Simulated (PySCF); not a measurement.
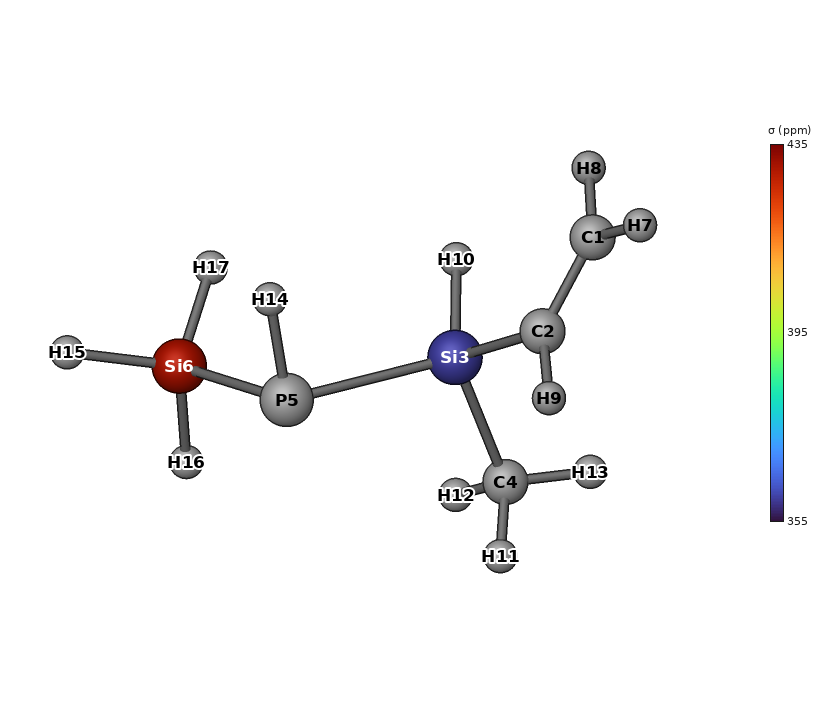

Atoms are coloured by their isotropic NMR shieldings (Si only, the others grey). The geometry was computed by an optimisation with GFN2-xTB. No frequency run is at hand to confirm it as a minimum. Level of theory: GIAO PBE0/pcSseg-1 NMR shielding, non-relativistic, gas phase (PySCF 2.14.0).

Give the isotropic NMR shieldings of the Si atoms atom by atom.

```tsv
atom	σ (ppm)
Si3	359.9
Si6	430.9
```

The geometry is semi-empirical. Around P, Si such bond lengths and angles can be off by a tenth of an ångström or more and by several degrees, and values that hang on the shape move with them.
